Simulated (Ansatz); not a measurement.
# AlBFGaH7NSi: small, medium and large basis sets

How large a basis does AlBFGaH7NSi need? Two functionals are run in growing sets.

Program: Ansatz 0.2.0, Gaussian basis. Level of theory: one geometry, several basis sets. These are calculated values, not measurements.

Levels to be run: PBE0-D4/def2-SVP; ωB97M-V/def2-SVP; PBE0-D4/def2-QZVPP; ωB97M-V/def2-QZVPP; the functionals' def2-TZVPP values are taken from earlier runs.

## 1. The relaxed structure

All runs share one geometry, relaxed beforehand with PBE0-D4 in a triple-zeta def2 set.

SMILES `B[N]([SiH3])[Al]([F])[GaH2]`, 13 atoms, charge 0, spin multiplicity 1.

Atoms are counted from 1 here; the program's logs count them from 0.

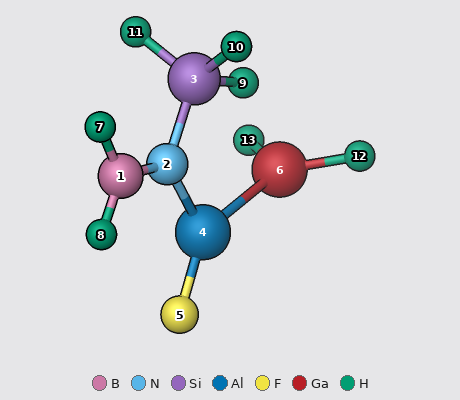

The geometry (colours as in the key); atoms are numbered from 1 in the order of the file.

## 2. PBE0-D4 in def2-SVP

Input file in.yaml:

```yaml
crystal:
  periodic: [false, false, false]
  atoms:
    - {symbol: B, position_ang: [0.099265, -2.164904, -0.897597]}
    - {symbol: N, position_ang: [-0.019515, -0.846266, -0.395838]}
    - {symbol: Si, position_ang: [1.141154, -0.274981, 0.758212]}
    - {symbol: Al, position_ang: [-1.316072, 0.353165, -0.858109]}
    - {symbol: F, position_ang: [-2.454570, -0.121153, -1.951305]}
    - {symbol: Ga, position_ang: [-0.832350, 2.415481, 0.443812]}
    - {symbol: H, position_ang: [0.998076, -2.874113, -0.521950]}
    - {symbol: H, position_ang: [-0.693478, -2.577034, -1.696042]}
    - {symbol: H, position_ang: [0.756774, 1.155886, 1.112430]}
    - {symbol: H, position_ang: [2.518400, -0.195169, 0.217431]}
    - {symbol: H, position_ang: [1.116562, -1.022976, 2.037032]}
    - {symbol: H, position_ang: [0.121983, 3.526580, -0.128460]}
    - {symbol: H, position_ang: [-1.436230, 2.625483, 1.880393]}
basis:
  gaussian: {orbitals: def2-SVP}
hamiltonian: {xc: pbe0, dispersion: d4}
output: {orbitals: {seedname: orbitals}}
```

Launch:

```
$ ansatz run in.yaml --threads 2 --pin off --events-out ev --progress --plain --max-ram 32768MiB --backend cpu
```

The log of the run:

```text
Functional definition: PBE0
  name "PBE0"
  cite "Adamo & Barone, J. Chem. Phys. 110, 6158 (1999) doi:10.1063/1.478522"
  cite "Perdew, Burke & Ernzerhof, Phys. Rev. Lett. 77, 3865 (1996) doi:10.1103/PhysRevLett.77.3865"
  parent pbe
  parameter a = 0.25
  parameter kappa = 0.804
  parameter beta = 0.06672455060314922
  exchange = (1 - a)*pbe_x(kappa = kappa, mu = beta*pi^2/3) + a*exact_x
  correlation = pbe_c(beta = beta)
1417 factors; integrals over basis functions are off by at most 1.1e-3 eV
mean field evaluation 1: about -71811.9347 eV, gradient 6.2e1 eV
mean field evaluation 2: about -71797.9336 eV, gradient 1.0e2 eV
mean field evaluation 4: about -71819.3009 eV, gradient 5.4e0 eV
mean field evaluation 8: about -71819.4365 eV, gradient 2.3e-1 eV
mean field evaluation 16: about -71819.4366 eV, gradient 5.1e-5 eV
mean field -71819.43663175 eV, -2639.3156152544 hartree, gradient 1.2e-5 eV, S^2 0.000000; 0 other end points of the search recorded, 0 dependent functions left out
reference -71819.43667058 eV, -2639.3156166813 hartree; 43, 43 occupied and 102, 102 virtual orbitals, 1417 factors
Total energy: -71819.75281291 eV, -2639.3272346975 hartree
```

Wall time 3.3 s (2 threads of AMD EPYC 7R13, shared host); peak memory 0.45 GiB.

## 3. ωB97M-V in def2-SVP

Edit in.yaml of step 2 so:

```diff
@@ -18,3 +18,3 @@
   gaussian: {orbitals: def2-SVP}
-hamiltonian: {xc: pbe0, dispersion: d4}
+hamiltonian: {xc: {name: wB97M-V}}
 output: {orbitals: {seedname: orbitals}}
```

The command is unchanged.

The log of the run, cut to the lines that bear on the results:

```text
Functional definition: wB97M-V
  name "wB97M-V"
  cite "Mardirossian & Head-Gordon, J. Chem. Phys. 144, 214110 (2016) doi:10.1063/1.4952647"
  cite "Becke, J. Chem. Phys. 107, 8554 (1997) doi:10.1063/1.475007"
  cite "Vydrov & Van Voorhis, J. Chem. Phys. 133, 244103 (2010) doi:10.1063/1.3521275"
  # Of w^i u^j: cxij and so on, Table III.
[...]
  gx(w, u) = 1 - cx + cx01*u + cx10*w
  gss(w, u) = css00 + css04*u^4 + css10*w + css20*w^2 + css43*w^4*u^3
  gos(w, u) = cos00 + cos10*w + (cos20 + cos21*u)*w^2 + (cos60 + cos61*u)*w^6
[...]
      + integral(e_c_pw_mod_opposite_spin*gos(b97_w_opposite, b97_u_opposite)) + vv10(b, c)
1417 factors; integrals over basis functions are off by at most 1.1e-3 eV
452 factors; integrals over basis functions are off by at most 9.0e-6 eV
[...]
mean field -71832.47829992 eV, -2639.7948877196 hartree, gradient 3.2e-5 eV, S^2 0.000000; 0 other end points of the search recorded, 0 dependent functions left out
reference -71832.47836222 eV, -2639.7948900090 hartree; 43, 43 occupied and 102, 102 virtual orbitals, 1417 factors
Total energy: -71832.47836222 eV, -2639.7948900090 hartree
```

It took 13 s on 2 threads of AMD EPYC 7R13, shared host; peak memory 0.65 GiB.

## 4. PBE0-D4 in def2-QZVPP

Edit in.yaml of step 3 so:

```diff
@@ -17,4 +17,4 @@
 basis:
-  gaussian: {orbitals: def2-SVP}
-hamiltonian: {xc: {name: wB97M-V}}
+  gaussian: {orbitals: "def2-QZVPP.json"}
+hamiltonian: {xc: pbe0, dispersion: d4}
 output: {orbitals: {seedname: orbitals}}
```

Launch:

```
$ ansatz run in.yaml --threads 2 --pin off --events-out ev --progress --plain --max-ram 32768MiB --backend cuda --devices 0, --max-vram 18GiB
```

The log of the run:

```text
Functional definition: PBE0
  name "PBE0"
  cite "Adamo & Barone, J. Chem. Phys. 110, 6158 (1999) doi:10.1063/1.478522"
  cite "Perdew, Burke & Ernzerhof, Phys. Rev. Lett. 77, 3865 (1996) doi:10.1103/PhysRevLett.77.3865"
  parent pbe
  parameter a = 0.25
  parameter kappa = 0.804
  parameter beta = 0.06672455060314922
  exchange = (1 - a)*pbe_x(kappa = kappa, mu = beta*pi^2/3) + a*exact_x
  correlation = pbe_c(beta = beta)
2363 factors; their error is unknown
mean field evaluation 1: about -71828.6548 eV, gradient 7.7e1 eV
mean field evaluation 2: about -71802.5990 eV, gradient 1.3e2 eV
mean field evaluation 4: about -71838.9940 eV, gradient 8.9e0 eV
mean field evaluation 8: about -71839.1222 eV, gradient 3.5e-1 eV
mean field evaluation 16: about -71839.2847 eV, gradient 5.6e-5 eV
mean field -71839.28467727 eV, -2640.0450174736 hartree, gradient 8.5e-5 eV, S^2 0.000000; 0 other end points of the search recorded, 0 dependent functions left out
reference -71839.28473387 eV, -2640.0450195537 hartree; 43, 43 occupied and 567, 567 virtual orbitals, 2363 factors
Total energy: -71839.60087620 eV, -2640.0566375699 hartree
```

Wall time 7.5 s (1 × H100 (card shared with other runs) with 2 threads of AMD EPYC 7R13, shared host); peak host memory 1.2 GiB.

## 5. ωB97M-V in def2-QZVPP

Edit in.yaml of step 4 so:

```diff
@@ -18,3 +18,3 @@
   gaussian: {orbitals: "def2-QZVPP.json"}
-hamiltonian: {xc: pbe0, dispersion: d4}
+hamiltonian: {xc: {name: wB97M-V}}
 output: {orbitals: {seedname: orbitals}}
```

Same command.

The log of the run, cut to the lines that bear on the results:

```text
Functional definition: wB97M-V
  name "wB97M-V"
  cite "Mardirossian & Head-Gordon, J. Chem. Phys. 144, 214110 (2016) doi:10.1063/1.4952647"
  cite "Becke, J. Chem. Phys. 107, 8554 (1997) doi:10.1063/1.475007"
  cite "Vydrov & Van Voorhis, J. Chem. Phys. 133, 244103 (2010) doi:10.1063/1.3521275"
  # Of w^i u^j: cxij and so on, Table III.
[...]
  gx(w, u) = 1 - cx + cx01*u + cx10*w
  gss(w, u) = css00 + css04*u^4 + css10*w + css20*w^2 + css43*w^4*u^3
  gos(w, u) = cos00 + cos10*w + (cos20 + cos21*u)*w^2 + (cos60 + cos61*u)*w^6
[...]
      + integral(e_c_pw_mod_opposite_spin*gos(b97_w_opposite, b97_u_opposite)) + vv10(b, c)
2295 factors; their error is unknown
548 factors; integrals over basis functions are off by at most 1.0e-5 eV
[...]
mean field -71852.40321740 eV, -2640.5271149315 hartree, gradient 7.8e-5 eV, S^2 0.000000; 0 other end points of the search recorded, 0 dependent functions left out
reference -71852.40330968 eV, -2640.5271183225 hartree; 43, 43 occupied and 567, 567 virtual orbitals, 2295 factors
Total energy: -71852.40330968 eV, -2640.5271183225 hartree
```

It took 8.5 s on 1 × H100 (card shared with other runs) with 2 threads of AMD EPYC 7R13, shared host; peak host memory 1.3 GiB.

## 6. Density functionals: the series

The def2-TZVPP values come from earlier runs at the same geometry.

| functional | basis | functions | energy (eV) | from the largest (eV) | HOMO (eV) | LUMO (eV) |
| --- | --- | --- | --- | --- | --- | --- |
| PBE0-D4 | def2-SVP | 145 | -71819.7528 | 19.848 | -7.38 | -1.74 |
| PBE0-D4 | def2-TZVPP | 323 | -71837.6325 | 1.968 | -7.38 | -1.76 |
| PBE0-D4 | def2-QZVPP | 610 | -71839.6009 | 0.000 | -7.39 | -1.78 |
| ωB97M-V | def2-SVP | 145 | -71832.4784 | 19.925 | -9.35 | 0.08 |
| ωB97M-V | def2-TZVPP | 323 | -71850.5165 | 1.887 | -9.39 | 0.00 |
| ωB97M-V | def2-QZVPP | 610 | -71852.4033 | 0.000 | -9.39 | -0.13 |

## 7. Outcome

```
                                       quantity           value
PBE0-D4: double and triple zeta above quadruple  19.85, 1.97 eV
ωB97M-V: double and triple zeta above quadruple  19.92, 1.89 eV
```

In words: PBE0-D4 gains 17.88 eV from double to triple zeta, then 1.97 eV more. These are total energies; as a rule much of such shifts cancels in differences, which this series doesn't test.
